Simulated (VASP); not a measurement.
```
WTe2
1.0
    5.97221     0.00000     0.00000
    0.00000     6.76496     0.00000
    0.00000     0.00000     3.46886
W Te
2 4
Cartesian
  5.97221   6.76496   0.00000
  2.98610   3.38248   1.73443
  1.16795   2.39136   0.00000
  4.15405   0.99112   1.73443
  1.81815   5.77384   1.73443
  4.80426   4.37360   3.46886
```

All values below come from PBEsol GGA, VASP's PBE PAW potentials (set 64) (plane waves; VASP). Run with 400 eV cut-off, 6×5×10 Γ-centred mesh, tetrahedra with Blöchl corrections, potentials W_sv Te.

Unless said otherwise, spin-orbit coupling is left out, though it shifts the bands of the heavy elements here.

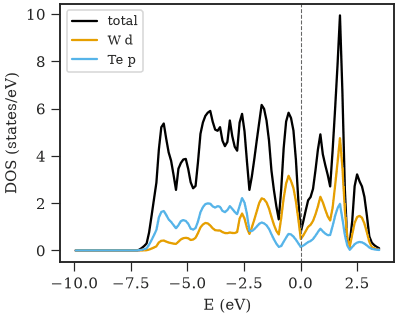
Figure: Total and projected density of states, zero at the Fermi level

Within 2 eV below the Fermi level the largest weight inside VASP's projection spheres is W d, then Te p.

It has no gap at this level: it comes out as a metal or semimetal.

The structure was generated: Te2W was put into the marcasite type (Pnnm), which need not be its known phase. It was relaxed first, which changed the volume by -24 %.
